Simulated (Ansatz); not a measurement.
## Electronic structure of F₂H₃NOTi···HCl in real space

Input file:

```
crystal:
  periodic: [false, false, false]
  atoms:
    - { symbol: Ti, position_ang: [0.0, 0.0, 0.0] }
    - { symbol: "N", position_ang: [0.0, 0.0, 2.41] }
    - { symbol: H, position_ang: [-0.877, -0.2713, 2.94] }
    - { symbol: H, position_ang: [0.877, 0.2713, 2.94] }
    - { symbol: F, position_ang: [1.7257, 0.0, -0.6094] }
    - { symbol: O, position_ang: [-0.9043, 1.5667, -0.6394] }
    - { symbol: H, position_ang: [-1.8621, 1.336, -0.8617] }
    - { symbol: F, position_ang: [-0.8619, -1.4933, -0.6094] }
    - { symbol: Cl, position_ang: [1.3935, -2.1162, 0.8419] }
    - { symbol: H, position_ang: [0.7414, -1.1258, 2.1049] }
basis:
  gaussian: { orbitals: def2-SVP }
hamiltonian:
  xc: pbe0
  dispersion: d4
relax:
  f_tol: 0.15
  max_steps: 25
  restrain:
    - { distance: [0, 8], at: 3.57, k: 30.0 }
    - { distance: [9, 1], at: 2.26, k: 30.0 }
    - { distance: [0, 1], at: 2.06, k: 30.0 }
    - { distance: [9, 8], at: 1.37, k: 30.0 }
output:
  orbitals: {}
```

Command:

```sh
ansatz run input.yaml --threads 4 --pin off --max-ram 5120MiB --backend cpu --events-out ev --progress --plain --runs-dir out
```

The fields are those of the run's last geometry, not of the input's.

Not at a stationary point (largest force 1.8 eV/Å).

All numbers below come from RKS PBE0-D4/def2-SVP in Ansatz.

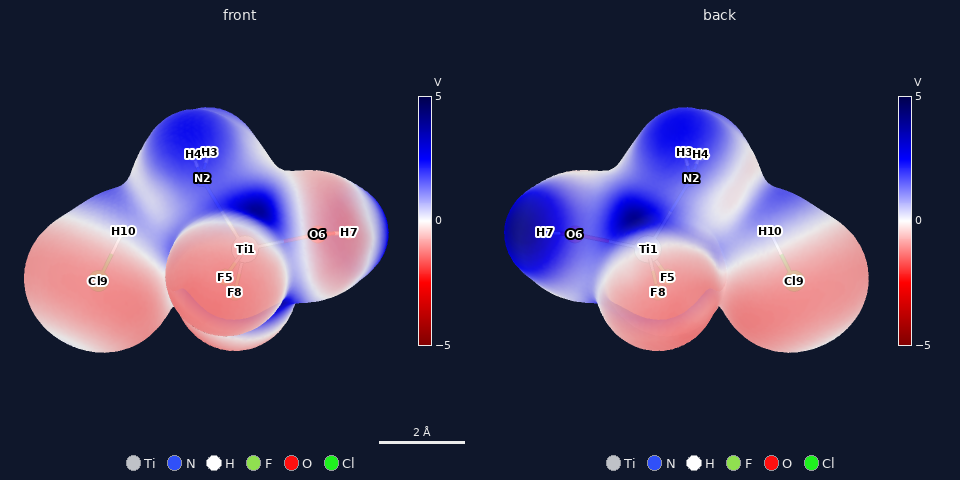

Figure 1. The electrostatic potential painted on the density surface at 0.004 e/bohr³, seen from the front and from behind; the colour scale runs from red (negative) to blue (positive).

**Where is the surface potential most negative and most positive?**

The most negative region (about −1.2 V, or −28 kcal/mol for a unit charge) lies over F5 and F8, the most positive (about +4.0 V, or +92 kcal/mol for a unit charge) over Ti1 and H7.

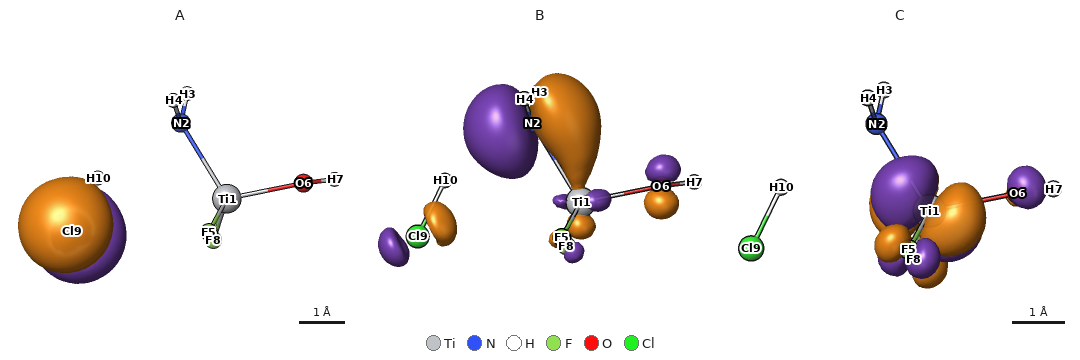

Figure 2. Three frontier orbitals at ±0.15 Å⁻³ᐟ² (orange and purple are the two phases), in no order.

**Which picture is the HOMO−1, the HOMO and the LUMO?**

A is the HOMO−1 (−8.53 eV). It lies mainly on Cl9 (about 95 %); largely a lone pair of Cl9. B is the HOMO (−7.83 eV). It lies mainly on N2 (about 65 %), Ti1 (about 10 %) and Cl9 (about 5 %). C is the LUMO (−2.24 eV). It lies mainly on Ti1 (about 80 %) and F8 (about 5 %).

**What is the HOMO–LUMO gap?**

5.59 eV between the orbital energies.

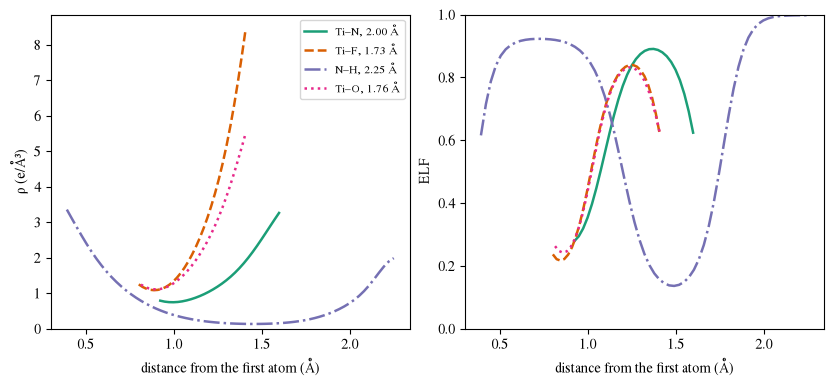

Figure 3. Electron density and electron localisation function along straight lines between neighbouring atoms. The curves leave out the atomic cores.

**What can be read from the curves?**

Ti–N (2.00 Å): ρ is about 0.74 e/Å³ halfway; the ELF peaks at about 0.90 in the valence shell of N, 0.6 Å from its nucleus, and is about 0.35 at the midpoint.
Ti–F (1.73 Å): ρ is about 1.1 e/Å³ halfway; the ELF peaks at about 0.85 in the valence shell of F, 0.5 Å from its nucleus, and drops to about 0.20 between the two atoms.
N2···H10 (2.25 Å): the density falls to about 0.13 e/Å³ on the way; the ELF dips to about 0.15 between them.
Ti–O (1.76 Å): ρ is about 1.1 e/Å³ halfway; the ELF peaks at about 0.85 in the valence shell of O, 0.5 Å from its nucleus, and drops to about 0.25 between the two atoms.
